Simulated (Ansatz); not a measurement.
**SiH2O3: geometry relaxation**

System: SiH2O3.
Method: RKS PBE0-D4/def2-TZVP (Ansatz 0.2.0).

Figures and captions count atoms from 1; the log counts them from 0 in places.

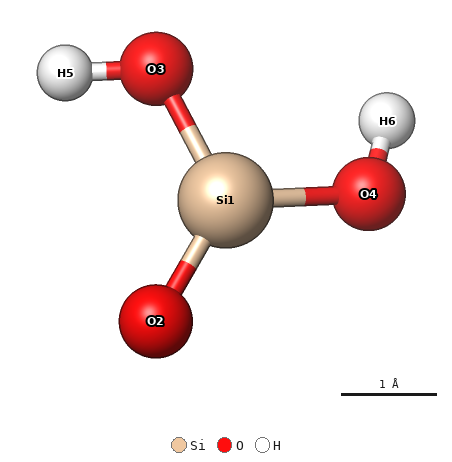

The structure as given in the input (ball-and-stick view, seen at a tilt; atoms are numbered from 1 in the order of the input). Bond lengths as drawn: H–O 0.96 Å and O–Si 1.52 to 1.64 Å.

Key numbers

```csv
quantity,value
outcome,converged
total energy,−14047.5024 eV
mean-field energy,−14047.4155 eV
dispersion energy,−0.0869 eV
SCF solution under orbital rotations,stable
largest force (length of the vector) at the end,0.002 eV/Å
dipole moment,4.42 D
hardware,"4 threads of Arm Neoverse V2, 23 GiB of memory available, shared host"
wall time,9 s (CPU time 33 s)
peak memory,0.49 GiB
```

Input
```yaml
crystal:
  periodic: [false, false, false]
  atoms:
    - {symbol: Si, position_ang: [-0.465985, -0.480429, -0.151275]}
    - {symbol: O, position_ang: [-0.199063, -1.706807, 0.705325]}
    - {symbol: O, position_ang: [-1.642595, 0.620828, 0.143436]}
    - {symbol: O, position_ang: [-0.156349, -0.364264, -1.747646]}
    - {symbol: H, position_ang: [-2.137494, 0.452276, 0.948802]}
    - {symbol: H, position_ang: [-0.698801, 0.265205, -2.227920]}
basis:
  gaussian: {orbitals: def2-TZVP}
hamiltonian: {xc: pbe0, dispersion: d4}
relax: {f_tol: 0.005, max_steps: 200}
```

Run as:
```bash
ansatz run in.yaml --threads 4 --pin off --events-out ev --progress --plain --max-ram 9574MiB
```

What the program printed
```
Functional definition: PBE0
  name "PBE0"
  cite "Adamo & Barone, J. Chem. Phys. 110, 6158 (1999) doi:10.1063/1.478522"
  cite "Perdew, Burke & Ernzerhof, Phys. Rev. Lett. 77, 3865 (1996) doi:10.1103/PhysRevLett.77.3865"
  parent pbe
  parameter a = 0.25
  parameter kappa = 0.804
  parameter beta = 0.06672455060314922
  exchange = (1 - a)*pbe_x(kappa = kappa, mu = beta*pi^2/3) + a*exact_x
  correlation = pbe_c(beta = beta)
809 factors; their error is unknown
mean field evaluation 1: about -14034.4522 eV, gradient 8.9e1 eV
mean field evaluation 2: about -13995.3566 eV, gradient 1.6e2 eV
mean field evaluation 4: about -14047.0453 eV, gradient 8.1e0 eV
mean field evaluation 8: about -14047.1487 eV, gradient 6.0e-2 eV
mean field evaluation 16: about -14047.1940 eV, gradient 5.6e-5 eV
mean field -14047.19399654 eV, -516.2248578428 hartree, gradient 5.6e-5 eV, S^2 0.000000; 0 other end points of the search recorded, 0 dependent functions left out
the calculation of the forces begins
reference -14047.19402086 eV, -516.2248587364 hartree; 20, 20 occupied and 122, 122 virtual orbitals, 809 factors
relax step   1: F+E_penalty+E_count = -14047.28081180 eV  Δ(F+E_penalty+E_count) = +0.000e0 eV  max|allowed force component| = 1.519e0 eV/Å  Δτ_max = 0.0000 Å  (27 SCF iters, accepted)
these checks for a lower state are left out or cut short: starts, cluster_reference, orbital_swaps, neighbouring_geometries, increment
809 factors; their error is unknown
mean field -14047.34138422 eV, -516.2302742401 hartree, gradient 1.4e-5 eV, S^2 0.000000; 0 other end points of the search recorded, 0 dependent functions left out
the calculation of the forces begins
reference -14047.34140816 eV, -516.2302751200 hartree; 20, 20 occupied and 122, 122 virtual orbitals, 809 factors
relax step   2: F+E_penalty+E_count = -14047.42762576 eV  Δ(F+E_penalty+E_count) = -1.468e-1 eV  max|allowed force component| = 1.177e0 eV/Å  Δτ_max = 0.1984 Å  (38 SCF iters, accepted)
these checks for a lower state are left out or cut short: starts, cluster_reference, orbital_swaps, neighbouring_geometries, increment
809 factors; their error is unknown
mean field -14047.39585523 eV, -516.2322760128 hartree, gradient 1.6e-5 eV, S^2 0.000000; 0 other end points of the search recorded, 0 dependent functions left out
the calculation of the forces begins
reference -14047.39587895 eV, -516.2322768844 hartree; 20, 20 occupied and 122, 122 virtual orbitals, 809 factors
relax step   3: F+E_penalty+E_count = -14047.48281881 eV  Δ(F+E_penalty+E_count) = -5.519e-2 eV  max|allowed force component| = 7.462e-1 eV/Å  Δτ_max = 0.1160 Å  (30 SCF iters, accepted)
these checks for a lower state are left out or cut short: starts, cluster_reference, orbital_swaps, neighbouring_geometries, increment
809 factors; their error is unknown
mean field evaluation 32: about -14047.3540 eV, gradient 2.2e0 eV
mean field -14047.41154413 eV, -516.2328525693 hartree, gradient 1.2e-5 eV, S^2 0.000000; 0 other end points of the search recorded, 0 dependent functions left out
the calculation of the forces begins
reference -14047.41156783 eV, -516.2328534401 hartree; 20, 20 occupied and 122, 122 virtual orbitals, 809 factors
relax step   4: F+E_penalty+E_count = -14047.49839306 eV  Δ(F+E_penalty+E_count) = -1.557e-2 eV  max|allowed force component| = 2.540e-1 eV/Å  Δτ_max = 0.0283 Å  (31 SCF iters, accepted)
these checks for a lower state are left out or cut short: starts, cluster_reference, orbital_swaps, neighbouring_geometries, increment
809 factors; their error is unknown
mean field -14047.41098182 eV, -516.2328319047 hartree, gradient 1.5e-5 eV, S^2 0.000000; 0 other end points of the search recorded, 0 dependent functions left out
the calculation of the forces begins
reference -14047.41100552 eV, -516.2328327758 hartree; 20, 20 occupied and 122, 122 virtual orbitals, 809 factors
relax step   5: F+E_penalty+E_count = -14047.49791803 eV  Δ(F+E_penalty+E_count) = +4.750e-4 eV  max|allowed force component| = 2.428e-1 eV/Å  Δτ_max = 0.0342 Å  (31 SCF iters, rejected (line search))
these checks for a lower state are left out or cut short: starts, cluster_reference, orbital_swaps, neighbouring_geometries, increment
809 factors; their error is unknown
mean field -14047.41486036 eV, -516.2329744386 hartree, gradient 1.2e-5 eV, S^2 0.000000; 0 other end points of the search recorded, 0 dependent functions left out
the calculation of the forces begins
reference -14047.41488406 eV, -516.2329753096 hartree; 20, 20 occupied and 122, 122 virtual orbitals, 809 factors
relax step   6: F+E_penalty+E_count = -14047.50172162 eV  Δ(F+E_penalty+E_count) = -3.329e-3 eV  max|allowed force component| = 5.652e-2 eV/Å  Δτ_max = 0.0166 Å  (32 SCF iters, accepted)
these checks for a lower state are left out or cut short: starts, cluster_reference, orbital_swaps, neighbouring_geometries, increment
809 factors; their error is unknown
mean field -14047.41546918 eV, -516.2329968120 hartree, gradient 1.2e-5 eV, S^2 0.000000; 0 other end points of the search recorded, 0 dependent functions left out
the calculation of the forces begins
reference -14047.41549287 eV, -516.2329976827 hartree; 20, 20 occupied and 122, 122 virtual orbitals, 809 factors
relax step   7: F+E_penalty+E_count = -14047.50233268 eV  Δ(F+E_penalty+E_count) = -6.111e-4 eV  max|allowed force component| = 1.462e-2 eV/Å  Δτ_max = 0.0165 Å  (30 SCF iters, accepted)
these checks for a lower state are left out or cut short: starts, cluster_reference, orbital_swaps, neighbouring_geometries, increment
809 factors; their error is unknown
mean field evaluation 64: about -14047.4155 eV, gradient 3.7e-3 eV
mean field -14047.41550890 eV, -516.2329982718 hartree, gradient 1.2e-5 eV, S^2 0.000000; 0 other end points of the search recorded, 0 dependent functions left out
the calculation of the forces begins
reference -14047.41553259 eV, -516.2329991425 hartree; 20, 20 occupied and 122, 122 virtual orbitals, 809 factors
relax step   8: F+E_penalty+E_count = -14047.50236961 eV  Δ(F+E_penalty+E_count) = -3.694e-5 eV  max|allowed force component| = 1.921e-2 eV/Å  Δτ_max = 0.0041 Å  (33 SCF iters, accepted)
these checks for a lower state are left out or cut short: starts, cluster_reference, orbital_swaps, neighbouring_geometries, increment
809 factors; their error is unknown
mean field -14047.41551556 eV, -516.2329985167 hartree, gradient 1.2e-5 eV, S^2 0.000000; 0 other end points of the search recorded, 0 dependent functions left out
the calculation of the forces begins
reference -14047.41553925 eV, -516.2329993873 hartree; 20, 20 occupied and 122, 122 virtual orbitals, 809 factors
relax step   9: F+E_penalty+E_count = -14047.50237697 eV  Δ(F+E_penalty+E_count) = -7.359e-6 eV  max|allowed force component| = 1.799e-3 eV/Å  Δτ_max = 0.0007 Å  (34 SCF iters, accepted)
809 factors; their error is unknown
mean field evaluation 96: about -14047.4155 eV, gradient 4.7e-5 eV
```

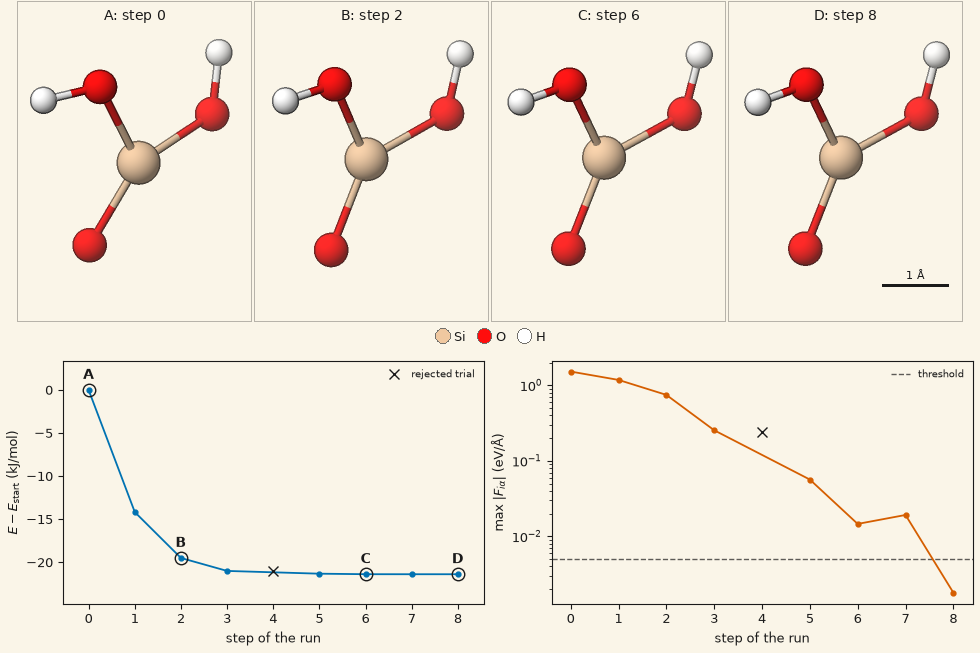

Frames of the relaxation (ball-and-stick view, seen at a tilt) above the curves, on which the letters mark them (the first geometry is step 0 here and step 1 in the log).

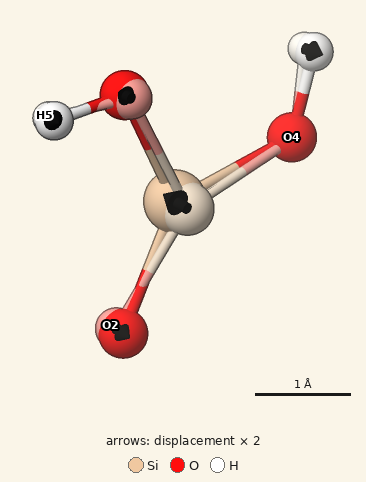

Start (faint) and end (solid) with the displacements as black arrows, magnified 2 times (ball-and-stick view, seen at a tilt). The two geometries are laid on each other by the best rigid fit. Over 8 geometry steps the energy falls by 21.4 kJ/mol. The largest force component goes from 1.5 to 0.0018 eV/Å. The line search rejected the trial step at point 4 (counted from 0) and went back. The largest move after the best rigid fit is that of Si1, 0.20 Å. By element the largest moves are Si 0.20 Å, H 0.13 Å, O 0.11 Å. Distances before and after: Si1–O4 1.630 → 1.610 Å, Si1–O3 1.638 → 1.621 Å, Si1–O2 1.520 → 1.509 Å. Among the angles that change: O2–Si1–O3 124.6° → 127.1°. (Atoms are counted from 1 in the order of the input.)

```
mean field -14047.41551556 eV, -516.2329985167 hartree, gradient 1.2e-5 eV, S^2 0.000000; 1 other end points of the search recorded, 0 dependent functions left out
the calculation of the forces begins
reference -14047.41553925 eV, -516.2329993873 hartree; 20, 20 occupied and 122, 122 virtual orbitals, 809 factors
Total energy: -14047.50240067 eV, -516.2361914854 hartree
Atom 0 at    -0.620340    -0.599151    -0.211424 Å, force    -0.000338     0.000470    -0.000219 eV/Å
Atom 1 at    -0.109388    -1.659370     0.732616 Å, force    -0.000520     0.000984    -0.000745 eV/Å
Atom 2 at    -1.719019     0.548558     0.110361 Å, force     0.000830    -0.000143    -0.001799 eV/Å
Atom 3 at    -0.180311    -0.382571    -1.745178 Å, force    -0.000385     0.000294     0.000384 eV/Å
Atom 4 at    -2.073274     0.538410     1.003904 Å, force     0.000104    -0.000729     0.001319 eV/Å
Atom 5 at    -0.597955     0.340934    -2.219557 Å, force     0.000309    -0.000876     0.001060 eV/Å
Dipole moment:    -0.494556     0.723102    -0.284116 e Å
```

Trajectory as extended XYZ (Å, eV, eV/Å), 9 frames, from step=1 to step=9
```
6
Properties=species:S:1:pos:R:3:forces:R:3 step=1 energy=-14047.28081
Si   -0.4660   -0.4804   -0.1513   -1.5192  -0.9898  -0.7369
O    -0.1991   -1.7068    0.7053    0.4984   0.7008  -0.0141
O    -1.6426    0.6208    0.1434    0.6294  -0.0526  -0.0958
O    -0.1563   -0.3643   -1.7476    0.3277   0.1549   0.7121
H    -2.1375    0.4523    0.9488    0.0424   0.0541   0.1436
H    -0.6988    0.2652   -2.2279    0.0214   0.1326  -0.0088
6
Properties=species:S:1:pos:R:3:forces:R:3 step=2 energy=-14047.42763
Si   -0.6259   -0.5772   -0.2179    0.7070  -0.6819   0.4865
O    -0.1311   -1.6844    0.7304   -0.5862   1.1774  -1.0361
O    -1.6976    0.6049    0.1547    0.1712  -0.5090  -0.0024
O    -0.1000   -0.3355   -1.7543   -0.6173  -0.0969   0.9518
H    -2.1054    0.5098    1.0301    0.2284   0.0295  -0.3728
H    -0.6403    0.2691   -2.2722    0.0969   0.0810  -0.0270
6
Properties=species:S:1:pos:R:3:forces:R:3 step=3 energy=-14047.48282
Si   -0.6125   -0.6147   -0.1917    0.1579   0.1307  -0.6460
O    -0.1003   -1.6808    0.7388    0.0221  -0.1048   0.1762
O    -1.6987    0.5471    0.0751   -0.4113   0.1189   0.7462
O    -0.1866   -0.3668   -1.7276    0.0206   0.0340  -0.2008
H    -2.0692    0.5483    0.9695    0.0542   0.0815  -0.3017
H    -0.6330    0.3538   -2.1933    0.1564  -0.2602   0.2260
6
Properties=species:S:1:pos:R:3:forces:R:3 step=4 energy=-14047.49839
Si   -0.6144   -0.6032   -0.2022    0.0641   0.0956  -0.2540
O    -0.1084   -1.6758    0.7307   -0.0447   0.0479   0.0157
O    -1.7051    0.5597    0.0996    0.0200  -0.1059   0.0878
O    -0.1672   -0.3647   -1.7349    0.0181  -0.1483   0.1223
H    -2.0765    0.5397    0.9851   -0.0525   0.0421   0.0568
H    -0.6287    0.3312   -2.2075   -0.0050   0.0685  -0.0286
6
Properties=species:S:1:pos:R:3:forces:R:3 step=5 energy=-14047.49792 accepted=F
Si   -0.6168   -0.5986   -0.2171    0.0437  -0.1612   0.1794
O    -0.1249   -1.6566    0.7403    0.0734  -0.0175  -0.0786
O    -1.7205    0.5318    0.1121   -0.0736   0.2428  -0.2410
O    -0.1686   -0.3665   -1.7433    0.0754  -0.1229  -0.0188
H    -2.0617    0.5419    1.0056   -0.0783  -0.0417   0.2087
H    -0.6078    0.3348   -2.2267   -0.0406   0.1005  -0.0497
6
Properties=species:S:1:pos:R:3:forces:R:3 step=6 energy=-14047.50172
Si   -0.6134   -0.5988   -0.2097   -0.0409   0.0052   0.0119
O    -0.1138   -1.6669    0.7318    0.0104   0.0222  -0.0105
O    -1.7128    0.5505    0.1077   -0.0086  -0.0105   0.0565
O    -0.1690   -0.3724   -1.7409   -0.0208   0.0037  -0.0246
H    -2.0759    0.5407    0.9987    0.0226  -0.0072  -0.0476
H    -0.6153    0.3337   -2.2170    0.0373  -0.0132   0.0143
6
Properties=species:S:1:pos:R:3:forces:R:3 step=7 energy=-14047.50233
Si   -0.6193   -0.6000   -0.2114    0.0005  -0.0053   0.0093
O    -0.1082   -1.6609    0.7317   -0.0008   0.0008   0.0018
O    -1.7177    0.5480    0.1097   -0.0060   0.0070  -0.0008
O    -0.1794   -0.3824   -1.7452   -0.0009  -0.0049   0.0088
H    -2.0751    0.5411    1.0021    0.0086  -0.0079  -0.0044
H    -0.6005    0.3410   -2.2162   -0.0013   0.0103  -0.0146
6
Properties=species:S:1:pos:R:3:forces:R:3 step=8 energy=-14047.50237
Si   -0.6200   -0.5996   -0.2113   -0.0125   0.0192  -0.0089
O    -0.1092   -1.6597    0.7327    0.0038  -0.0064   0.0039
O    -1.7189    0.5483    0.1103    0.0059  -0.0052  -0.0035
O    -0.1805   -0.3823   -1.7452    0.0023  -0.0049   0.0041
H    -2.0736    0.5390    1.0037    0.0014  -0.0025   0.0016
H    -0.5981    0.3411   -2.2196   -0.0009  -0.0002   0.0029
6
Properties=species:S:1:pos:R:3:forces:R:3 step=9 energy=-14047.50238
Si   -0.6203   -0.5992   -0.2114   -0.0003   0.0005  -0.0002
O    -0.1094   -1.6594    0.7326   -0.0005   0.0010  -0.0007
O    -1.7190    0.5486    0.1104    0.0008  -0.0001  -0.0018
O    -0.1803   -0.3826   -1.7452   -0.0004   0.0003   0.0004
H    -2.0733    0.5384    1.0039    0.0001  -0.0007   0.0013
H    -0.5980    0.3409   -2.2196    0.0003  -0.0009   0.0011
```

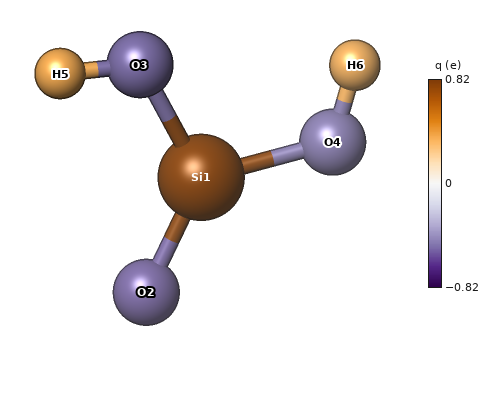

Mulliken charges, as the colour of each atom (ball-and-stick view, seen at a tilt; atoms are numbered from 1 in the order of the input). By element: Si +0.78, O −0.52 to −0.47 and H +0.35 e.
